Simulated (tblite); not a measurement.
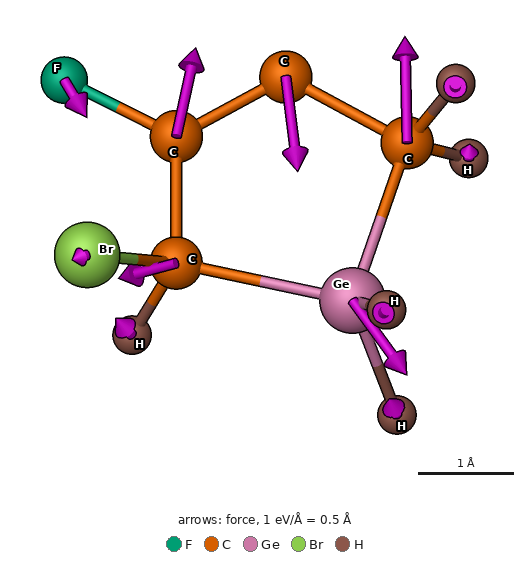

Starting geometry of C₄H₅BrFGe (multiplicity 2) with the computed forces as purple arrows. A ball-and-stick model, seen at a tilt.

The calculation used GFN2-xTB geometry optimisation, gas phase (tblite 0.8.0). 

### Is this structure relaxed? If not, where do the atoms go?

It isn't relaxed: the largest force vector, on a C atom, is 2.37 eV/Å. The final displacements have little in common with the starting forces (cosine between the two patterns 0.23). Over 61 geometry steps the energy falls by 10.1 kcal/mol. An H atom moves most after the best rigid fit: 0.36 Å. Largest moves by element: H 0.36 Å, Br 0.34 Å, F 0.29 Å, C 0.13 Å, Ge 0.10 Å. Some distances before and after: C–Ge 1.915 → 2.042 Å, C–Ge 1.921 → 2.003 Å, C–C 1.514 → 1.445 Å, Ge–H 1.559 → 1.513 Å. Among the angles between lasting bonds that change: Ge–C–H 110.9° → 120.0°, C–C–C 117.9° → 125.9°, C–Ge–H 111.8° → 118.2°. Cost: 0.43 s on 1 thread of Arm Neoverse V1 (shared host).
